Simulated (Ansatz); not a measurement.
# CH₇BGaNO: basis-set convergence

How large a basis does CH₇BGaNO need? Two functionals are run in growing sets.

The runs use Ansatz 0.2.0, Gaussian basis; one geometry, several basis sets.

The runs, in order: PBE0-D4/def2-SVP; ωB97M-V/def2-SVP; PBE0-D4/def2-QZVPP; ωB97M-V/def2-QZVPP; the functionals' def2-TZVPP values are taken from earlier runs.

**1. Structure used throughout**

An earlier PBE0-D4 in a triple-zeta def2 set relaxation fixed the geometry.

SMILES `CB(O)[NH][GaH2]`, 12 atoms, charge 0, spin multiplicity 1.

Atoms are counted from 1 here; the program's logs count them from 0.

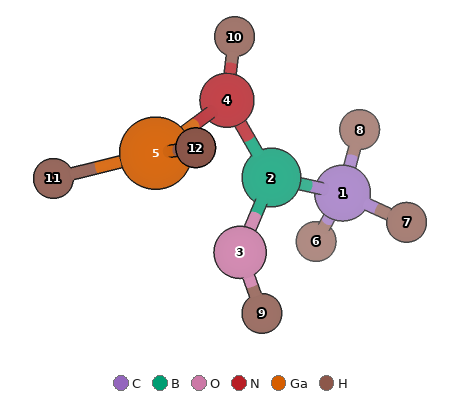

The structure; carbon purple, boron teal, oxygen pink, nitrogen red, gallium orange, hydrogen brown; atoms are numbered from 1 in the order of the file.

Coordinates:

```mol
CH7BGaNO
  3D, bonds by distance, orders not assigned

 12 11  0  0  0  0  0  0  0  0999 V2000
   -1.3813   -0.6202    1.1891 C   0  0
   -0.2821   -0.0619    0.2214 B   0  0
    0.7703   -0.9035   -0.2668 O   0  0
   -0.0623    1.1853   -0.3336 N   0  0
    1.5165    0.8340   -1.3540 Ga  0  0
   -0.9367   -1.0070    2.1122 H   0  0
   -1.9276   -1.4515    0.7308 H   0  0
   -2.1116    0.1408    1.4682 H   0  0
    0.8227   -1.8225   -0.0090 H   0  0
   -0.6327    1.9956   -0.1822 H   0  0
    2.8933    1.2014   -0.6988 H   0  0
    1.3316    0.5095   -2.8772 H   0  0
  1  2  8  0
  2  3  8  0
  2  4  8  0
  4  5  8  0
  1  6  8  0
  1  7  8  0
  1  8  8  0
  3  9  8  0
  4 10  8  0
  5 11  8  0
  5 12  8  0
M  END
```

**2. PBE0-D4 in def2-SVP**

The input, in.yaml:

```yaml
crystal:
  periodic: [false, false, false]
  atoms:
    - {symbol: C, position_ang: [-1.381323, -0.620232, 1.189088]}
    - {symbol: B, position_ang: [-0.282138, -0.061922, 0.221377]}
    - {symbol: O, position_ang: [0.770323, -0.903550, -0.266841]}
    - {symbol: N, position_ang: [-0.062252, 1.185342, -0.333563]}
    - {symbol: Ga, position_ang: [1.516453, 0.834010, -1.353967]}
    - {symbol: H, position_ang: [-0.936691, -1.007009, 2.112211]}
    - {symbol: H, position_ang: [-1.927622, -1.451471, 0.730823]}
    - {symbol: H, position_ang: [-2.111565, 0.140779, 1.468199]}
    - {symbol: H, position_ang: [0.822658, -1.822471, -0.009039]}
    - {symbol: H, position_ang: [-0.632731, 1.995600, -0.182231]}
    - {symbol: H, position_ang: [2.893268, 1.201375, -0.698841]}
    - {symbol: H, position_ang: [1.331620, 0.509539, -2.877217]}
basis:
  gaussian: {orbitals: def2-SVP}
hamiltonian: {xc: pbe0, dispersion: d4}
output: {orbitals: {seedname: orbitals}}
```

The run is started by

```
$ ansatz run in.yaml --threads 4 --pin off --events-out ev --progress --plain --max-ram 10444MiB
```

After this run come: ωB97M-V in def2-SVP; PBE0-D4 in def2-QZVPP; ωB97M-V in def2-QZVPP.

Q: Predict the results of all the runs planned. Wanted: PBE0-D4: double and triple zeta above quadruple; ωB97M-V: double and triple zeta above quadruple.

As calculated:

| quantity | value |
| --- | --- |
| PBE0-D4: double and triple zeta above quadruple | 14.35, 1.50 eV |
| ωB97M-V: double and triple zeta above quadruple | 14.50, 1.45 eV |

For PBE0-D4 the step from double to triple zeta gains 12.85 eV and the next only 1.50 eV. These are total energies; as a rule much of such shifts cancels in differences, which this series doesn't test. The LUMO of ωB97M-V is positive and keeps falling with the basis (1.67 to 0.83 eV): an unbound level that the basis holds in place.
